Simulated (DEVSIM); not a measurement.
Structure: abrupt Si p-n junction, at 300 K.

```csv
layer (left to right),material,thickness (μm),Nd (cm⁻³),Na (cm⁻³),τn (s),τp (s)
1,Si,0.560,-,4.8e15,1.5e-5,1.5e-5
2,Si,11.0,2.7e16,-,1.5e-5,1.5e-5
```

Left contact: ohmic. Right contact: ohmic. Voltage is applied to the left contact. Recombination: SRH at mid-gap, radiative. Mobility is μmin + (μ − μmin)/(1 + (N/Nref)^α).

The device is made up for the run: typed textbook-type constants, with dimensions and the other settings drawn at random. Values at 300 K.

```
parameter           Si
-------------  -------
gap (eV)         1.124
affinity (eV)     4.05
permittivity      11.7
Nc (cm⁻³)      2.86e19
Nv (cm⁻³)       3.1e19
μn (cm²/Vs)       1417
μp (cm²/Vs)        470
μn,min              52
μp,min              45
Nref,n          9.7e16
Nref,p          2.2e17
αn                0.68
αp                0.72
B (cm³/s)      4.7e-15
```

DEVSIM, 1D drift-diffusion, Boltzmann statistics, complete ionisation; no tunnelling, impact ionisation, image-force lowering or self-heating.

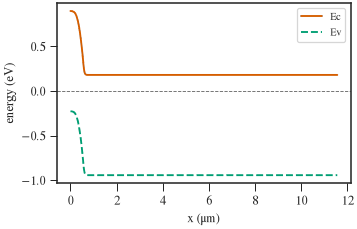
Band edges at zero bias

Energies count from the Fermi level of the right contact; mesh points crowd at the junctions.

```json
[
 {"x (μm)": "0.000", "Ec (eV)": "0.897", "Ev (eV)": "-0.227", "n (cm⁻³)": "24000", "p (cm⁻³)": "4.8e15", "field (V/cm)": "-320"},
 {"x (μm)": "0.02328", "Ec (eV)": "0.896", "Ev (eV)": "-0.228", "n (cm⁻³)": "25000", "p (cm⁻³)": "4.7e15", "field (V/cm)": "-350"},
 {"x (μm)": "0.07069", "Ec (eV)": "0.894", "Ev (eV)": "-0.230", "n (cm⁻³)": "27000", "p (cm⁻³)": "4.3e15", "field (V/cm)": "-570"},
 {"x (μm)": "0.1564", "Ec (eV)": "0.885", "Ev (eV)": "-0.239", "n (cm⁻³)": "39000", "p (cm⁻³)": "3.0e15", "field (V/cm)": "-2000"},
 {"x (μm)": "0.3673", "Ec (eV)": "0.726", "Ev (eV)": "-0.398", "n (cm⁻³)": "1.8e7", "p (cm⁻³)": "6.4e12", "field (V/cm)": "-15000"},
 {"x (μm)": "0.4743", "Ec (eV)": "0.526", "Ev (eV)": "-0.598", "n (cm⁻³)": "4.1e10", "p (cm⁻³)": "2.8e9", "field (V/cm)": "-23000"},
 {"x (μm)": "0.5269", "Ec (eV)": "0.397", "Ev (eV)": "-0.727", "n (cm⁻³)": "6.1e12", "p (cm⁻³)": "1.9e7", "field (V/cm)": "-27000"},
 {"x (μm)": "0.5610", "Ec (eV)": "0.302", "Ev (eV)": "-0.822", "n (cm⁻³)": "2.4e14", "p (cm⁻³)": "490000", "field (V/cm)": "-28000"},
 {"x (μm)": "0.5881", "Ec (eV)": "0.240", "Ev (eV)": "-0.884", "n (cm⁻³)": "2.6e15", "p (cm⁻³)": "44000", "field (V/cm)": "-18000"},
 {"x (μm)": "0.6400", "Ec (eV)": "0.190", "Ev (eV)": "-0.934", "n (cm⁻³)": "1.8e16", "p (cm⁻³)": "6400", "field (V/cm)": "-3900"},
 {"x (μm)": "0.7523", "Ec (eV)": "0.180", "Ev (eV)": "-0.944", "n (cm⁻³)": "2.7e16", "p (cm⁻³)": "4300", "field (V/cm)": "-49"},
 {"x (μm)": "1.087", "Ec (eV)": "0.180", "Ev (eV)": "-0.944", "n (cm⁻³)": "2.7e16", "p (cm⁻³)": "4300", "field (V/cm)": "≈ 0"},
 {"x (μm)": "1.636", "Ec (eV)": "0.180", "Ev (eV)": "-0.944", "n (cm⁻³)": "2.7e16", "p (cm⁻³)": "4300", "field (V/cm)": "≈ 0"},
 {"x (μm)": "2.730", "Ec (eV)": "0.180", "Ev (eV)": "-0.944", "n (cm⁻³)": "2.7e16", "p (cm⁻³)": "4300", "field (V/cm)": "≈ 0"},
 {"x (μm)": "6.280", "Ec (eV)": "0.180", "Ev (eV)": "-0.944", "n (cm⁻³)": "2.7e16", "p (cm⁻³)": "4300", "field (V/cm)": "≈ 0"},
 {"x (μm)": "8.926", "Ec (eV)": "0.180", "Ev (eV)": "-0.944", "n (cm⁻³)": "2.7e16", "p (cm⁻³)": "4300", "field (V/cm)": "≈ 0"},
 {"x (μm)": "10.25", "Ec (eV)": "0.180", "Ev (eV)": "-0.944", "n (cm⁻³)": "2.7e16", "p (cm⁻³)": "4300", "field (V/cm)": "≈ 0"},
 {"x (μm)": "10.94", "Ec (eV)": "0.180", "Ev (eV)": "-0.944", "n (cm⁻³)": "2.7e16", "p (cm⁻³)": "4300", "field (V/cm)": "≈ 0"},
 {"x (μm)": "11.33", "Ec (eV)": "0.180", "Ev (eV)": "-0.944", "n (cm⁻³)": "2.7e16", "p (cm⁻³)": "4300", "field (V/cm)": "≈ 0"},
 {"x (μm)": "11.46", "Ec (eV)": "0.180", "Ev (eV)": "-0.944", "n (cm⁻³)": "2.7e16", "p (cm⁻³)": "4300", "field (V/cm)": "≈ 0"},
 {"x (μm)": "11.52", "Ec (eV)": "0.180", "Ev (eV)": "-0.944", "n (cm⁻³)": "2.7e16", "p (cm⁻³)": "4300", "field (V/cm)": "≈ 0"},
 {"x (μm)": "11.56", "Ec (eV)": "0.180", "Ev (eV)": "-0.944", "n (cm⁻³)": "2.7e16", "p (cm⁻³)": "4300", "field (V/cm)": "≈ 0"}
]
```
